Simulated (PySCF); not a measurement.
# C₂H₅N₃SSi₂: electronic excitations

Aim: predict the electronic excitations of C₂H₅N₃SSi₂ (`N#C[SiH2][Si@](N)(S)C#N`).

Programs: PySCF 2.14.0, with density-fitted response routines of our own. Each step states its level of theory. These are calculated values for one molecule in the gas phase, unless marked as measured. Atoms count from 0, in the outputs and in this text.

## (1) Starting geometry

13 atoms, charge 0, multiplicity 1; geometry from: GFN2-xTB.

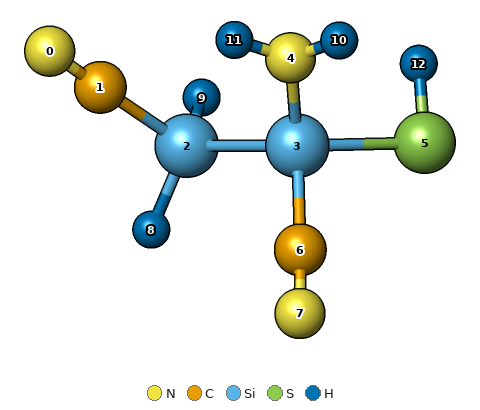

The starting geometry (nitrogen yellow, carbon amber, silicon blue, sulfur green, hydrogen blue), atoms numbered; sticks join atoms by distance.

## (2) Ultraviolet spectrum: CAM-B3LYP/def2-SVPD

Job settings and geometry (Å):

```
{"job": {"kind": "uv", "xc": "CAM-B3LYP", "basis": "def2-SVPD", "nstates": 8, "ntriplets": 3}, "charge": 0, "multiplicity": 1}
N     -2.894226     0.769499    -1.671733
C     -2.337232     0.707932    -0.671934
Si    -1.348099     0.580282     0.906176
Si     0.740901    -0.114791     0.171128
N      0.579494    -1.030141    -1.271156
S      1.856921    -1.379004     1.535634
C      1.898244     1.358421     0.036927
N      2.576838     2.276864    -0.050038
H     -1.379762     1.920064     1.493001
H     -2.078974    -0.373438     1.745348
H      1.349018    -1.572830    -1.633379
H     -0.021072    -0.717387    -2.016547
H      1.053560    -2.424986     1.408845
```

Level: TDDFT CAM-B3LYP/def2-SVPD, vertical, gas phase, core orbitals frozen in the response.

Launch:

```
OMP_NUM_THREADS=1 python probes_run.py task.json out
```

The driver reads the jobs from task.json and runs them one after another.

Log:

```text
coarse grid: 13336 points
cycle   1  E = -1219.8563055634  dE =  7.859e-01  |g| = 6.849e-01  |ddm| = 4.995e+00
cycle   2  E = -1219.6874432141  dE =  1.689e-01  |g| = 1.152e+00  |ddm| = 2.239e+00
cycle   3  E = -1219.9860711993  dE = -2.986e-01  |g| = 1.280e-01  |ddm| = 1.238e+00
cycle   4  E = -1219.9893958915  dE = -3.325e-03  |g| = 5.820e-02  |ddm| = 2.221e-01
cycle   5  E = -1219.9901180984  dE = -7.222e-04  |g| = 1.394e-02  |ddm| = 8.793e-02
cycle   6  E = -1219.9901664544  dE = -4.836e-05  |g| = 3.809e-03  |ddm| = 2.191e-02
cycle   7  E = -1219.9901698059  dE = -3.351e-06  |g| = 1.981e-03  |ddm| = 8.242e-03
final grid: 117856 points
cycle   8  E = -1220.1340929402  dE = -1.353e-05  |g| = 4.341e-03  |ddm| = 4.486e-02
cycle   9  E = -1220.1340860531  dE =  6.887e-06  |g| = 7.236e-03  |ddm| = 1.207e-02
cycle  10  E = -1220.1340969803  dE = -1.093e-05  |g| = 6.649e-04  |ddm| = 6.649e-03
cycle  11  E = -1220.1340970687  dE = -8.837e-08  |g| = 1.700e-04  |ddm| = 7.389e-04
cycle  12  E = -1220.1340970766  dE = -7.886e-09  |g| = 3.780e-05  |ddm| = 4.376e-04
cycle  13  E = -1220.1340970770  dE = -4.616e-10  |g| = 1.072e-05  |ddm| = 8.429e-05
converged SCF energy = -1220.1340970770

Static polarisability (au): isotropic 110.256, principal 97.622 106.950 126.197

Singlet excitations
state   eV       nm        f      main configurations
  1   5.6361    220.0   0.04096   H->L 0.92
  2   6.0824    203.8   0.01028   H->L+1 0.78
  3   6.2451    198.5   0.01857   H->L+2 0.40, H-1->L 0.10, H->L+3 0.09
  4   6.3306    195.8   0.01431   H-1->L 0.73
  5   6.5595    189.0   0.00173   H-1->L+1 0.83
  6   6.7340    184.1   0.04122   H-2->L 0.65
  7   6.9733    177.8   0.03174   H-2->L+1 0.28, H->L+3 0.11, H->L+4 0.09
  8   7.0474    175.9   0.10067   H->L+2 0.31, H->L+3 0.29

Triplet excitations (Tamm-Dancoff, eV): 5.1483 5.7105 5.7725
```

Run time: 1.8 min. Hardware: 1 thread of Arm Neoverse V1, shared host; peak memory 0.99 GiB.

The orbitals next to the gap, with their largest atomic shares:

| orbital | eV | atoms |
| --- | --- | --- |
| HOMO−3 | -11.55 | N0 21 %, C1 17 %, N7 14 % |
| HOMO−2 | -10.78 | S5 32 %, Si3 16 %, Si2 13 % |
| HOMO−1 | -10.17 | N4 62 %, Si3 9 %, S5 8 % |
| HOMO | -9.43 | S5 70 %, Si3 9 %, H12 6 % |
| LUMO | -0.71 | Si3 22 %, Si2 21 %, S5 13 % |
| LUMO+1 | -0.39 | Si2 20 %, Si3 20 %, C6 14 % |
| LUMO+2 | 0.12 | Si2 25 %, C1 14 %, S5 11 % |

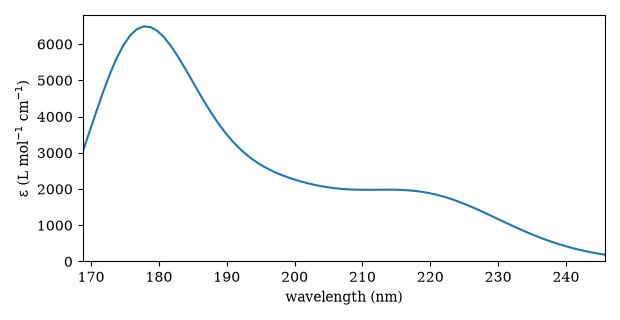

Absorption spectrum: each of the 8 states is a Gaussian band of 0.4 eV half-width at 1/e. Beyond the last state computed it falls off for lack of states.

Ground-state properties from the same run:

| property | computed |
| --- | --- |
| dipole moment (D) | 3.75 |
| polarisability (Å³) | 16.34 |
| HOMO–LUMO gap (eV) | 8.72 |
| −ε(HOMO) (eV) | 9.43 |

## (3) What came out

```
                                quantity                        value
    lowest singlet (CAM-B3LYP/def2-SVPD)  5.64 eV (220 nm), f = 0.041
brightest single state of those computed  state 8, 7.05 eV, f = 0.101
                          lowest triplet                      5.15 eV
```

What this shows: The first singlet state (HOMO→LUMO 0.92) lies at 5.64 eV and is weak; of the 8 states computed, the strongest absorption comes from state 8 at 7.05 eV (the last computed, so partners may be missing). The lowest triplet lies 0.49 eV below the lowest singlet (triplets in Tamm-Dancoff, singlets in full TDDFT).
